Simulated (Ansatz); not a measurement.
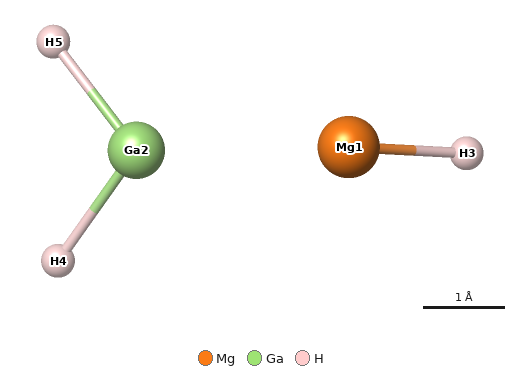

**Figure 1.** The structure as given in the input (ball-and-stick view, seen on its broad side; atoms are numbered from 1 in the order of the input). Sticks mark near contacts. Bond lengths as drawn: Ga–H 1.81 to 1.83 Å and H–Mg 1.73 Å.

# Two runs on GaMgH₃

System: GaMgH₃.
Method of run 1: RHF-CCSD(T), frozen core/def2-TZVPP (Ansatz 0.2.0).

The geometry: displaced from a GFN2-xTB structure. Text and figures count atoms from 1; the logs count them from 0 in places.

Input file, run 1:
```yaml
crystal:
  periodic: [false, false, false]
  atoms:
    - {symbol: Mg, position_ang: [0.190500, -1.277900, 1.279200]}
    - {symbol: Ga, position_ang: [-0.458100, 0.878700, -0.124200]}
    - {symbol: H, position_ang: [1.057100, -2.759700, 1.103400]}
    - {symbol: H, position_ang: [-1.457900, 0.909900, -1.654300]}
    - {symbol: H, position_ang: [0.635700, 2.253900, -0.567600]}
basis:
  gaussian: {orbitals: def2-TZVPP}
correlation: {method: ccsd_t}
output: {forces: true}
```

Hardware: 4 CPU threads, shared host.

Output (run 1):
```
Functional definition: HF
  exchange = exact_x
  correlation = 0
818 factors; integrals over basis functions are off by at most 1.1e-3 eV
mean field evaluation 1: about -57810.3530 eV, gradient 1.3e1 eV
mean field evaluation 2: about -57810.3878 eV, gradient 1.3e1 eV
mean field evaluation 4: about -57811.4659 eV, gradient 2.6e0 eV
mean field evaluation 8: about -57811.4858 eV, gradient 9.0e-2 eV
mean field evaluation 16: about -57811.3303 eV, gradient 4.7e0 eV
mean field -57811.48585971 eV, -2124.5329193117 hartree, gradient 1.8e-6 eV, S^2 0.000000; 0 other end points of the search recorded, 0 dependent functions left out
10 core orbitals not correlated: weight in the atoms' cores, before any rotation towards them, 1.000 or more for the frozen orbitals, at most 0.000 for the correlated occupied ones
reference -57811.48585971 eV, -2124.5329193117 hartree; 13, 13 occupied and 99, 99 virtual orbitals, 818 factors
second order -11.76082682 eV of doubles, -0.00000000 eV of singles
cycle   1  -12.00221516 eV  change   -2.4e-1 eV  update   9.7e-2
cycle   2  -12.46398622 eV  change   -4.6e-1 eV  update   3.5e-2
cycle   3  -12.52802101 eV  change   -6.4e-2 eV  update   1.7e-2
cycle   4  -12.52253031 eV  change    5.5e-3 eV  update   5.4e-3
cycle   5  -12.52418358 eV  change   -1.7e-3 eV  update   2.0e-3
cycle   6  -12.52412220 eV  change    6.1e-5 eV  update   7.5e-4
cycle   7  -12.52393745 eV  change    1.8e-4 eV  update   3.2e-4
cycle   8  -12.52397772 eV  change   -4.0e-5 eV  update   1.3e-4
cycle   9  -12.52401854 eV  change   -4.1e-5 eV  update   5.9e-5
cycle  10  -12.52399311 eV  change    2.5e-5 eV  update   2.8e-5
cycle  11  -12.52400124 eV  change   -8.1e-6 eV  update   1.4e-5
cycle  12  -12.52400146 eV  change   -2.2e-7 eV  update   5.3e-6
cycle  13  -12.52400464 eV  change   -3.2e-6 eV  update   2.4e-6
perturbative correction -0.32481108 eV, -0.0119365870 hartree
the calculation of the forces begins
Total energy: -57824.33467542 eV, -2125.0051045800 hartree
Atom 0 at     0.190500    -1.277900     1.279200 Å, force     0.134404    -0.053458    -0.407002 eV/Å
Atom 1 at    -0.458100     0.878700    -0.124200 Å, force     0.353045     1.345276    -2.400332 eV/Å
Atom 2 at     1.057100    -2.759700     1.103400 Å, force    -0.177402     0.139615     0.301080 eV/Å
Atom 3 at    -1.457900     0.909900    -1.654300 Å, force     0.708588    -0.174682     1.717261 eV/Å
Atom 4 at     0.635700     2.253900    -0.567600 Å, force    -1.018635    -1.256752     0.788992 eV/Å
Dipole moment:    -0.197562    -0.235488     0.826431 e Å
```

Run 2 used a changed input.

The two runs side by side:

```csv
quantity,run 1,run 2
outcome,converged,converged
total energy (hartree),−2125.005105,−2126.528476
dipole moment (D),4.24,4.37
largest force (eV/Å),2.774,2.809
basis functions,122,122
wall time (shared host),32 s,3 s
```

Which change of the input explains these differences?

The change (lines with − go, lines with + come):
```diff
-correlation: {method: ccsd_t}
+hamiltonian: {xc: {name: wB97M-V}}
```

The total energies belong to different methods, so their difference says nothing on which is more stable or more accurate. The largest force goes from 2.774 to 2.809 eV/Å. The dipole moment goes from 4.24 to 4.37 D.

Output (run 2):
```
Functional definition: wB97M-V
  parameter omega = 0.3/bohr
  parameter cx = 0.15
  parameter cx01 = 1.007
  parameter cx10 = 0.259
  parameter css00 = 0.443
  parameter css04 = -1.437
  parameter css10 = -4.535
  parameter css20 = -3.390
  parameter css43 = 4.278
  parameter cos00 = 1.000
  parameter cos10 = 1.358
  parameter cos20 = 2.924
  parameter cos21 = -8.812
  parameter cos60 = -1.390
  parameter cos61 = 9.142
  parameter b = 6.0
  parameter c = 0.01
  gx(w, u) = 1 - cx + cx01*u + cx10*w
  gss(w, u) = css00 + css04*u^4 + css10*w + css20*w^2 + css43*w^4*u^3
  gos(w, u) = cos00 + cos10*w + (cos20 + cos21*u)*w^2 + (cos60 + cos61*u)*w^6
  exchange = spin_sum(e_x_unif_sr(omega)*gx(b97_w, b97_u_x)) + cx*exact_x_sr(omega) + exact_x_lr(omega)
  correlation = spin_sum(e_c_pw_mod_same_spin*gss(b97_w, b97_u_same))
      + integral(e_c_pw_mod_opposite_spin*gos(b97_w_opposite, b97_u_opposite)) + vv10(b, c)
868 factors; their error is unknown
218 factors; integrals over basis functions are off by at most 2.4e-5 eV
mean field evaluation 1: about -57864.4771 eV, gradient 2.1e1 eV
mean field evaluation 2: about -57865.3218 eV, gradient 1.9e1 eV
mean field evaluation 4: about -57865.6647 eV, gradient 6.7e-1 eV
mean field evaluation 8: about -57865.7876 eV, gradient 1.2e-1 eV
mean field -57865.78767147 eV, -2126.5284740868 hartree, gradient 8.5e-5 eV, S^2 0.000000; 0 other end points of the search recorded, 0 dependent functions left out
the calculation of the forces begins
reference -57865.78772875 eV, -2126.5284761919 hartree; 23, 23 occupied and 99, 99 virtual orbitals, 868 factors
Total energy: -57865.78772875 eV, -2126.5284761919 hartree
Atom 0 at     0.190500    -1.277900     1.279200 Å, force     0.128937    -0.019966    -0.441687 eV/Å
Atom 1 at    -0.458100     0.878700    -0.124200 Å, force     0.379742     1.330290    -2.444517 eV/Å
Atom 2 at     1.057100    -2.759700     1.103400 Å, force    -0.196257     0.177614     0.296079 eV/Å
Atom 3 at    -1.457900     0.909900    -1.654300 Å, force     0.751372    -0.175700     1.783134 eV/Å
Atom 4 at     0.635700     2.253900    -0.567600 Å, force    -1.063794    -1.312238     0.806991 eV/Å
Dipole moment:    -0.192345    -0.261165     0.850236 e Å
```
